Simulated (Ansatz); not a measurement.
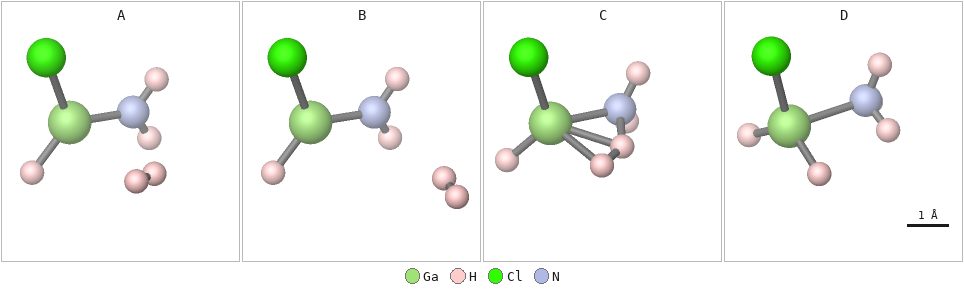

4 geometries from a converged minimum-energy path of GaNH₅Cl, shuffled. A ball-and-stick model, seen at a tilt.

The calculation used RHF/def2-SVP in Ansatz. Settings: 9 movable images; climbing image; force threshold 0.03 eV/Å; iteration limit 60; starting path through a guess of the saddle point.

Question: Which of them lies highest in energy?

Answer: C. In order along the path, whose images run from 0 to 10: D (image 1, +12.3 kJ/mol), C (image 3, +233.0 kJ/mol), A (image 6, +99.0 kJ/mol), B (image 9, +96.7 kJ/mol). Breaking: Ga–H (1.57 → 4.66 Å), H–N (1.01 → 3.01 Å). Forming: H–H (2.96 → 0.75 Å).

Limits of the set-up: Hartree-Fock leaves out electron correlation.

Cost: 4.2 min on 1 thread of Arm Neoverse V1 (shared host), peak memory 0.19 GiB.
